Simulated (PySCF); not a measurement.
# One shape, several levels: BCl (SMILES [B]Cl)

Aim: a comparison of 5 runs (PBE0/STO-3G, SVWN5/STO-3G, UMP2/STO-3G, CCSDTQ/STO-3G, CCSD(T)/STO-3G) of BCl. Input form: a Python script.

Program for the calculation: PySCF 2.14.0.

## (1) Starting point

BCl has 2 atoms, charge 0, and is taken as a singlet. As SMILES, `[B]Cl`. The start is not the relaxed shape.

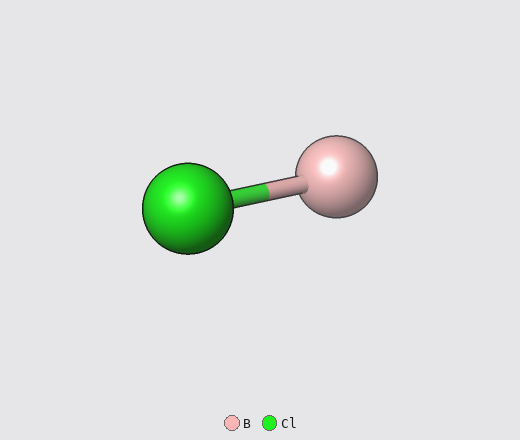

Viewed from a chosen angle; boron pink, chlorine green.

## (2) The energy at PBE0/STO-3G (run 1)

job.py

```python
from pyscf import gto, dft

mol = gto.M(
    atom=[
    ('B', (0.000000, 0.000000, -0.315670)),
    ('Cl', (0.000000, 0.000000, 1.578530)),
],
    verbose=3,
    spin=0,
    basis='sto-3g',
    max_memory=1860,
)

mf = dft.RKS(mol)
mf.xc = 'pbe0'
mf.grids.level = 5
mf.conv_tol = 1e-10
mf.kernel()
if not mf.converged:
    mf = mf.newton().run(mf.mo_coeff, mf.mo_occ)

energy = mf.e_tot
print('E(%s) = %.9f' % ('PBE0', energy))
```

Started as:

```sh
OMP_NUM_THREADS=1 python job.py
```

What it wrote:

```text
converged SCF energy = -479.444618486399
E(PBE0) = -479.444618486
```

Run time: 2 s. Hardware: 1 thread of Arm Neoverse N1, shared host; peak memory 0.16 GiB.

## (3) A single-point energy at SVWN5/STO-3G (run 2)

run.py

```python
from pyscf import gto, dft

system = gto.M(
    atom='B 0.000000 0.000000 -0.315670; Cl 0.000000 0.000000 1.578530',
    spin=0,
    verbose=3,
    max_memory=1860,
    basis='sto-3g',
)

calc0 = dft.RKS(system)
calc0.xc = 'svwn'
calc0.conv_tol = 1e-10
calc0.grids.level = 5
calc0.kernel()
if not calc0.converged:
    calc0 = calc0.newton().run(calc0.mo_coeff, calc0.mo_occ)

e_tot = calc0.e_tot
print('E = %.10f Eh' % e_tot)
```

Started as:

```sh
OMP_NUM_THREADS=1 python run.py
```

What it wrote:

```text
converged SCF energy = -477.795173014857
E = -477.7951730149 Eh
```

It took 1.7 s on 1 thread of Arm Neoverse N1, shared host; peak memory 0.13 GiB.

Run 3 isn't shown in full; the table further down has it.

## (4) A single-point energy at CCSDTQ/STO-3G (run 4)

run.py

```python
from pyscf import gto, scf, cc

mol = gto.M(
    atom='''
B      0.000000     0.000000    -0.596530
Cl     0.000000     0.000000     2.982989
''',
    spin=0,
    unit='bohr',
    verbose=4,
    max_memory=1860,
    basis='sto-3g',
)

mf = scf.RHF(mol)
mf.conv_tol = 1e-10
mf.kernel()
if not mf.converged:
    mf = mf.newton().run(mf.mo_coeff, mf.mo_occ)

mycc = cc.CCSDTQ(mf, frozen=6)
mycc.kernel()
energy = mycc.e_tot
print(f'total energy: {energy:.8f} hartree')
```

Started as:

```sh
OMP_NUM_THREADS=1 python run.py
```

What it wrote:

```text
PySCF version 2.14.0

[INPUT] num. atoms = 2
[INPUT] num. electrons = 22
[INPUT] charge = 0
[INPUT] spin (= nelec alpha-beta = 2S) = 0
[INPUT] symmetry False subgroup None
[INPUT] Mole.unit = bohr
[INPUT] Symbol           X                Y                Z      unit          X                Y                Z       unit  Magmom
[INPUT]  1 B      0.000000000000   0.000000000000  -0.315670081630 AA    0.000000000000   0.000000000000  -0.596530000000 Bohr   0.0
[INPUT]  2 Cl     0.000000000000   0.000000000000   1.578529799225 AA    0.000000000000   0.000000000000   2.982989000000 Bohr   0.0

nuclear repulsion = 23.746207241811
number of shells = 8
number of NR pGTOs = 42
number of NR cGTOs = 14
basis = sto-3g
ecp = {}

[... 35 lines left out ...]
converged SCF energy = -478.849370561119
[... 16 lines left out ...]
WARN: A large `blksize` is being used, which may cause large memory consumption
[... 13 lines left out ...]
Init t2, MP2 energy = -478.889169396068  E_corr(MP2) -0.039798834949
[... 17 lines left out ...]
RCCSDTQ converged
[... 3 lines left out ...]
total energy: -478.91682567 hartree
```

It took 3.6 s on 1 thread of Arm Neoverse N1, shared host; peak memory 0.1 GiB.

## (5) The energy at CCSD(T)/STO-3G (run 5)

input.py

```python
from pyscf import gto, scf, cc

mol = gto.Mole()
mol.atom = [
    ('B', (0.000000, 0.000000, -0.315670)),
    ('Cl', (0.000000, 0.000000, 1.578530)),
]
mol.basis = 'sto-3g'
mol.charge = 0
mol.spin = 0
mol.max_memory = 1860
mol.verbose = 4
mol.build()

mf = scf.RHF(mol)
mf.conv_tol = 1e-10
mf.kernel()
if not mf.converged:
    mf = mf.newton().run(mf.mo_coeff, mf.mo_occ)

mycc = cc.CCSD(mf, frozen=6)
mycc.kernel()
e_t = mycc.ccsd_t()
e_tot = mycc.e_tot + e_t
print(f'total energy: {e_tot:.8f} hartree')
```

Started as:

```sh
OMP_NUM_THREADS=1 python input.py
```

What it wrote:

```text
PySCF version 2.14.0

[INPUT] num. atoms = 2
[INPUT] num. electrons = 22
[INPUT] charge = 0
[INPUT] spin (= nelec alpha-beta = 2S) = 0
[INPUT] symmetry False subgroup None
[INPUT] Mole.unit = angstrom
[INPUT] Symbol           X                Y                Z      unit          X                Y                Z       unit  Magmom
[INPUT]  1 B      0.000000000000   0.000000000000  -0.315670000000 AA    0.000000000000   0.000000000000  -0.596529845741 Bohr   0.0
[INPUT]  2 Cl     0.000000000000   0.000000000000   1.578530000000 AA    0.000000000000   0.000000000000   2.982989379410 Bohr   0.0

nuclear repulsion = 23.7462057481787
number of shells = 8
number of NR pGTOs = 42
number of NR cGTOs = 14
basis = sto-3g
ecp = {}

[... 35 lines left out ...]
converged SCF energy = -478.849370552158
[... 12 lines left out ...]
Init t2, MP2 energy = -478.889169387506  E_corr(MP2) -0.039798835347975
[... 10 lines left out ...]
CCSD converged
[... 2 lines left out ...]
total energy: -478.91626128 hartree
```

Run time: 1.1 s. Hardware: 1 thread of Arm Neoverse N1, shared host; peak memory 0.1 GiB.

## (6) All runs side by side

```csv
run,level,integration grid,frozen core orbitals,follow instability,energy (Eh),dipole moment (D) of the reference,HOMO energy (eV),LUMO energy (eV),wall time
1,PBE0/STO-3G,5,–,–,-479.444618,0.95,-5.51,0.89,2 s
2,SVWN5/STO-3G,5,–,–,-477.795173,0.63,-3.89,-0.32,1.7 s
3,UMP2/STO-3G,–,6,yes,-478.883820,1.76,-9.04,5.85,1.2 s
4,CCSDTQ/STO-3G,–,6,–,-478.916826,1.48,-8.70,5.75,3.6 s
5,CCSD(T)/STO-3G,–,6,–,-478.916261,1.48,-8.70,5.75,1.1 s
```

## (7) Summary of results

| quantity | value |
| --- | --- |
| run 5: total energy | -478.91626 Eh |
| run 5: dipole moment (Hartree–Fock density) | 1.48 D |
| run 5: HOMO energy (Hartree–Fock orbitals) | -8.70 eV |
| run 5: LUMO energy (Hartree–Fock orbitals) | 5.75 eV |
| run 5: HOMO–LUMO gap (Hartree–Fock orbitals) | 14.45 eV |
| run 5: correlation energy (6 core orbitals frozen) | -66.9 mEh |
| run 5: (T) correction | -2.62 mEh |
| run 5: T1 diagnostic | 0.017 |

What this shows: Totals of different functionals can't be ranked against each other. Spin contamination: run 3 ⟨S²⟩ = 0.31. All runs together took 9.7 s, the longest 3.6 s.
